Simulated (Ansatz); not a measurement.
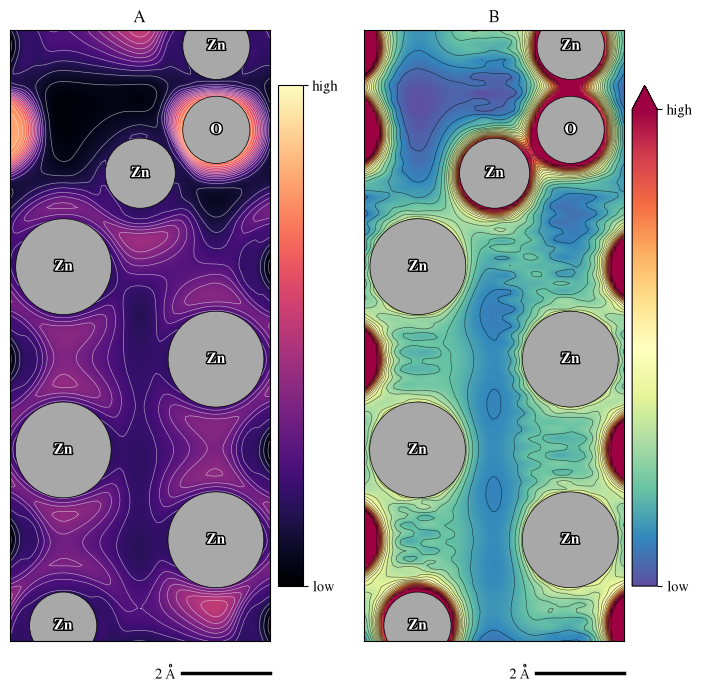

Zn$_{6}$O: 2 fields on the (010) plane of the conventional cell, with unlabelled colour scales. Grey discs cover the atomic cores.

Space group Cm; a generated structure, not necessarily the stable one; computed pressure about −4 GPa in this cell.

These are results of Ansatz, DFT r2SCAN, scalar-relativistic, plane waves, PAW, not measurements.

Which field does each panel show? The fields are: electron localisation function and valence pseudo-density.

Answer. Panel A: electron localisation function. Panel B: valence pseudo-density. From the grid: Zn–O (1.91 Å): the density is about 0.69 e/Å³ at the midpoint; the ELF peaks at about 0.80 in the valence shell of O, 0.6 Å from its nucleus, and is about 0.30 at the midpoint. Zn–O (1.99 Å): ρ at the midpoint is about 0.57 e/Å³; the ELF peaks at about 0.85 in the valence shell of O, 0.6 Å from its nucleus, and is about 0.25 at the midpoint; no localised pair shows between them.
